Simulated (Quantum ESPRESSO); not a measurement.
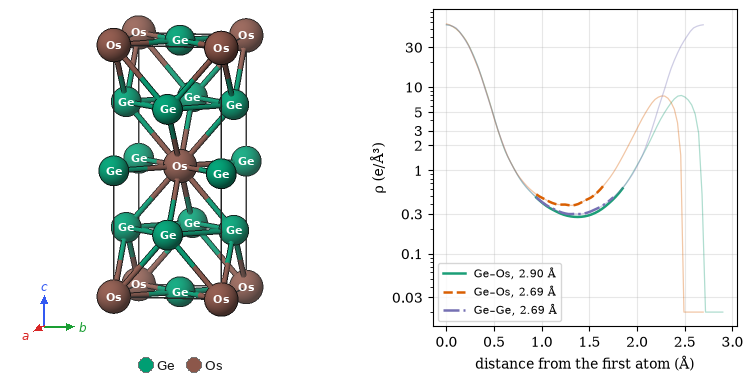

Figure 1: Ge₃Os. Valence electron density along straight lines between neighbouring atoms. Thin, pale parts lie inside the atomic spheres. The structure is drawn too.

Space group I4/mmm; a generated structure, not necessarily the stable one; computed pressure about 6 GPa in this cell.

Level of theory: Kohn-Sham DFT of a periodic cell, PBE, SSSP 1.3 efficiency PBE in Quantum ESPRESSO.

Core electrons are replaced by pseudopotentials, and the valence fields are smoothed inside the atomic spheres.

```cif
data_structure
_symmetry_space_group_name_H-M 'P 1'
_symmetry_Int_Tables_number 1
_cell_length_a 3.8090
_cell_length_b 3.8090
_cell_length_c 8.7417
_cell_angle_alpha 90.000
_cell_angle_beta 90.000
_cell_angle_gamma 90.000
_cell_volume 126.83
loop_
_atom_site_label
_atom_site_type_symbol
_atom_site_fract_x
_atom_site_fract_y
_atom_site_fract_z
_atom_site_occupancy
Ge1 Ge 0.00000 0.00000 0.50000 1
Ge2 Ge 0.50000 0.50000 0.00000 1
Ge3 Ge 0.00000 0.50000 0.25000 1
Ge4 Ge 0.50000 0.00000 0.75000 1
Ge5 Ge 0.50000 0.00000 0.25000 1
Ge6 Ge 0.00000 0.50000 0.75000 1
Os1 Os 0.00000 0.00000 0.00000 1
Os2 Os 0.50000 0.50000 0.50000 1
```

**What can be read from the curves?**

Ge–Os (2.90 Å): the density is about 0.28 e/Å³ at the midpoint.
Ge–Os (2.69 Å): ρ is about 0.38 e/Å³ halfway.
Ge–Ge (2.69 Å): ρ at the midpoint is about 0.3 e/Å³.
